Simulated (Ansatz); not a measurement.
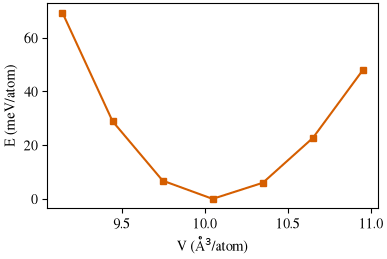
Fig. 1. NbC2 (MoSi2 or CaC2 type, I4/mmm) under volume change, plane-wave PAW r²SCAN (Ansatz code), shape and atoms relaxed at each volume.

Task: What does a third-order Birch–Murnaghan fit give for V₀, B₀ and B′?

Result: V₀ = 10.05 Å³/atom, B₀ = 225 GPa, B′ = 5.1.

The start of the workflow was typed in or built on a structure type; neither database checked (COD, Materials Project) lists it. Its standing as an ambient phase is unchecked. The r²SCAN relaxation kept the symmetry of its start; its stability against distortions is not shown here. The run is not spin-polarised. The volume moved by -28 % from the start of the relaxation. Its formation energy is positive at this level, so the cell may be metastable or incomplete.

Potentials: the earlier of the program's two PAW sets.
